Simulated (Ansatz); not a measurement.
Take Sr in the fcc (Cu type) structure (space group Fm-3m, No. 225; a = 5.923 Å) as the base.

Structures relaxed with DFT with PBEsol, PAW potentials and a 420 eV plane-wave cutoff in Ansatz (a quantum-chemistry and plane-wave program), no spin-orbit coupling.

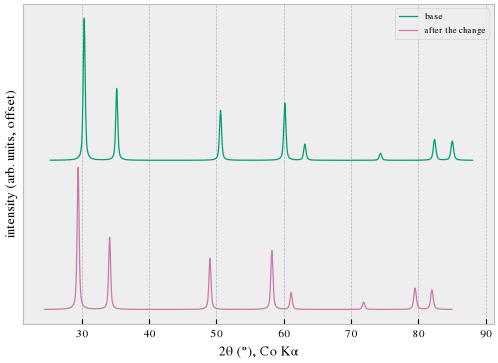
*Simulated powder patterns before (top) and after one change*

Question: Name the change that was made.
(A) isotropic strain −2.50 %
(B) isotropic strain +3.00 %
(C) isotropic strain +0.50 %
(D) isotropic strain +1.00 %

Answer: B, isotropic strain +3.00 %. Its volume per atom is 56.75 Å³ against 51.93 Å³, and its space group is Fm-3m (No. 225).

No phonon test of stability was made.
